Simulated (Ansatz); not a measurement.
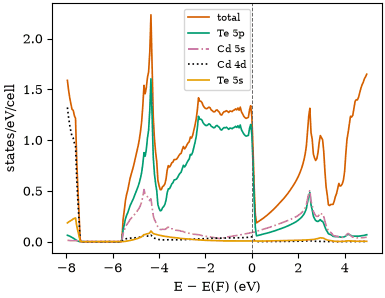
*Total and projected density of states of CdTe (rock salt, Fm-3m), the program Ansatz at the LDA level (PAW)*

**Question.** Which orbitals carry the states next to the Fermi level?

**Answer.** Within 0.5 eV of the Fermi level: Te 5p 80 %, Cd 5s 11 %. Projections are on Löwdin-orthogonalised atomic valence shells; empty p or d shells of many metals are not among them.

**Question.** Where is the tallest occupied peak in this window, and what makes it?

**Answer.** Near -4.3 eV, about 2.2 states/eV per cell; the largest projected share is Te 5p.

This is a known high-pressure phase of the composition, computed here at zero pressure and temperature. The cell was relaxed with LDA under the symmetry of its start; of distortions, only those at the zone centre were tested. Scalar-relativistic: spin–orbit coupling is off unless named, which matters more the heavier the elements.

Potentials: the later of the program's two PAW sets.
